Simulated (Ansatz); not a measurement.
# C₃H₇NSi (SMILES C#C[SiH2]CN): what the fields show

```xyz
12

C    -2.1919    0.9198    1.4828
C    -1.2771    0.1676    1.1976
Si    0.1167   -0.9486    0.7322
C     0.7669   -0.4548   -0.9801
N     1.2138    0.9361   -0.9809
H    -3.0004    1.5797    1.7406
H     1.1819   -0.8351    1.7657
H    -0.3915   -2.3515    0.6963
H     1.6308   -1.1148   -1.1807
H     0.0011   -0.7167   -1.7443
H     0.4288    1.5642   -0.8059
H     1.5977    1.1989   -1.8890
```

Method: RKS B3LYP/def2-SVP in Ansatz.

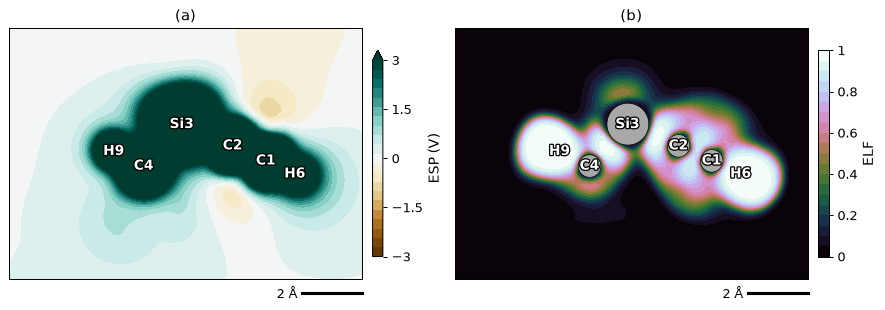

Figure 1. (a) electrostatic potential; (b) ELF on the plane of atoms Si3, C4 and H9. Grey discs cover the atomic cores in the ELF map.

Q: What does the map show?

A: Atoms in the plane: C, Si and H.
C–C (1.22 Å): the ELF peaks at about 0.85 between the atoms (a short, multiple covalent bond).
C–Si (1.85 Å): the ELF peaks at about 0.95 between the atoms, as expected for a shared electron pair.
C–Si (1.90 Å): the ELF peaks at about 1 between the atoms; a covalent bond.
C–H (1.08 Å): the ELF climbs to about 1 towards the hydrogen, as it does in any bond to H (a covalent bond by its length).
Outside the dense part of the molecule the potential is most negative (−0.9 V) near C1.

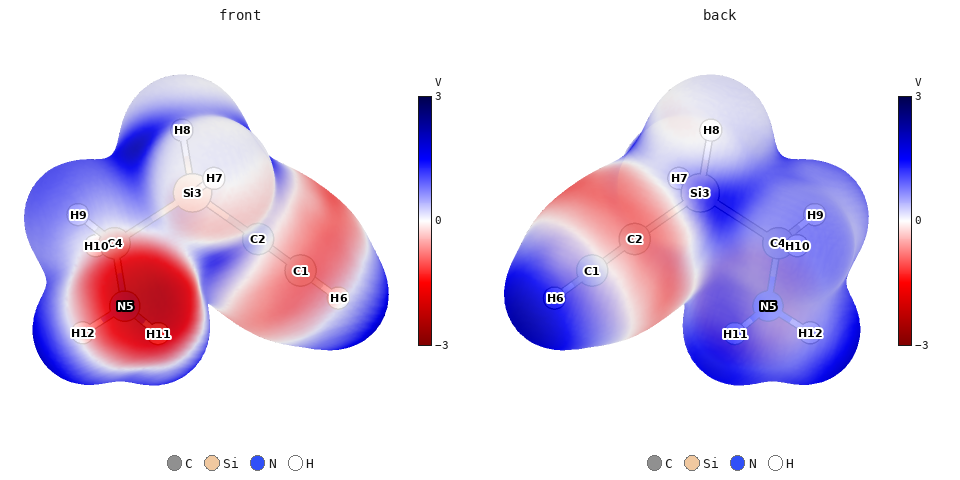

Figure 2. The electrostatic potential painted on the density surface at 0.004 e/bohr³, seen from the front and from behind; red is negative and blue positive.

Q: Describe the electrostatic potential map.

A: The most negative region (about −2.1 V, or −48 kcal/mol for a unit charge) lies over N5, the most positive (about +2.1 V, or +48 kcal/mol for a unit charge) over H6. N5 is the likeliest acceptor of a hydrogen bond.

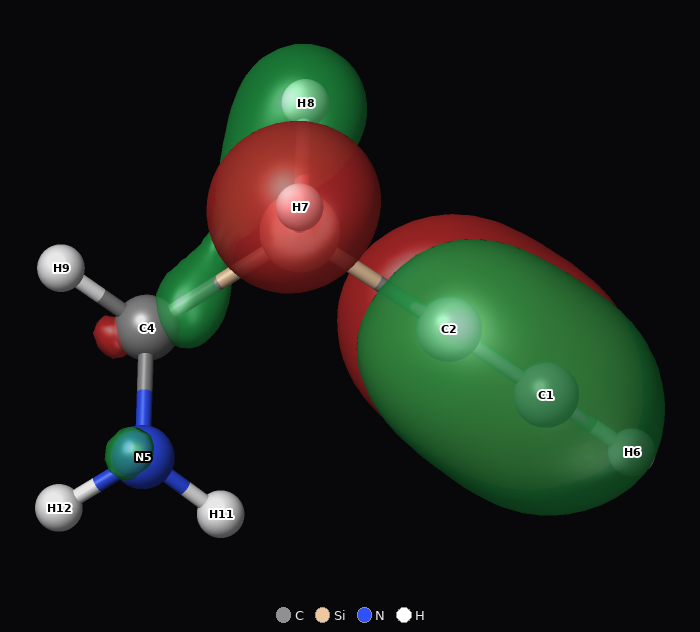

Figure 3. The HOMO−1 at ±0.08 Å⁻³ᐟ² (green and red are the two phases), seen across its widest extent.

Q: Where does this orbital lie, and at what energy?

A: By Hirshfeld shares it lies mainly on C1 (about 40 %) and C2 (about 40 %); π-bonding across C1–C2. Its energy is −7.76 eV.

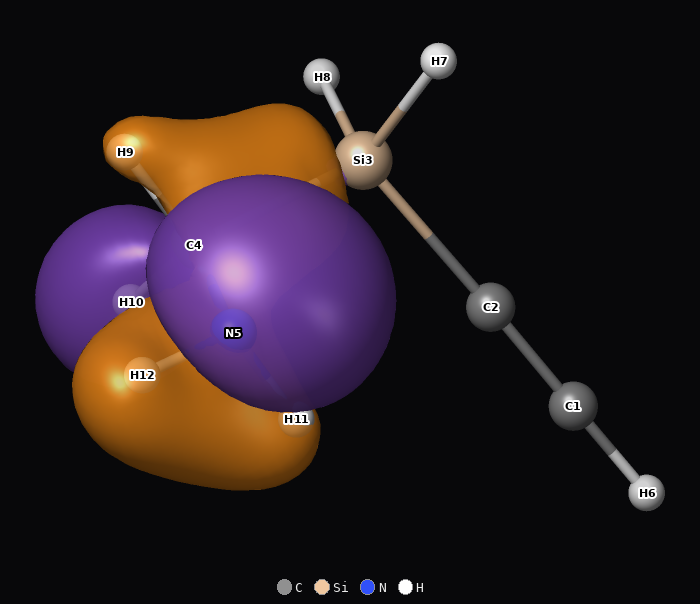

Figure 4. The HOMO at ±0.1 Å⁻³ᐟ² (orange and purple are the two phases), seen at a tilt.

Q: Where does this orbital lie, and at what energy?

A: It lies mainly on N5 (about 65 %), C4 (about 10 %) and H10 (about 5 %). Its energy is −6.42 eV.
